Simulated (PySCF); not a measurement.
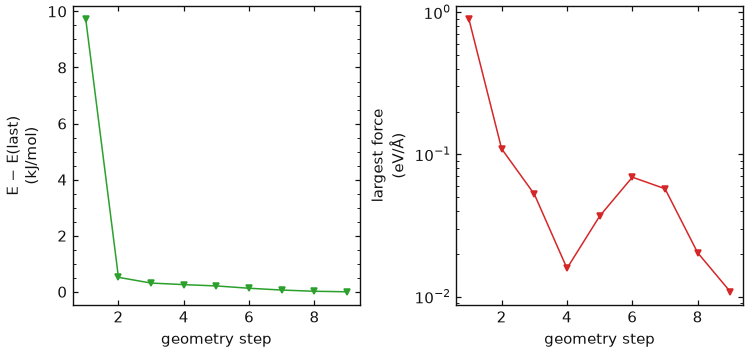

History of a geometry optimisation.

- system: C₃H₁₁FSi₂ (SMILES CC([SiH3])([SiH3])CF)
- method: PBE0-D3(BJ)/def2-SVP, geometry optimisation (PySCF 2.14.0, density fitting)

**How did the optimisation end?**

The optimisation met its thresholds at geometry 9, counting the start as the first. The energy fell by about 9.7 kJ/mol from the first step to the last. The largest force goes from about 0.89 eV/Å at the start to 0.011 eV/Å at the end.

**By which step was nine tenths of the energy gained?**

By step 2 of 9.
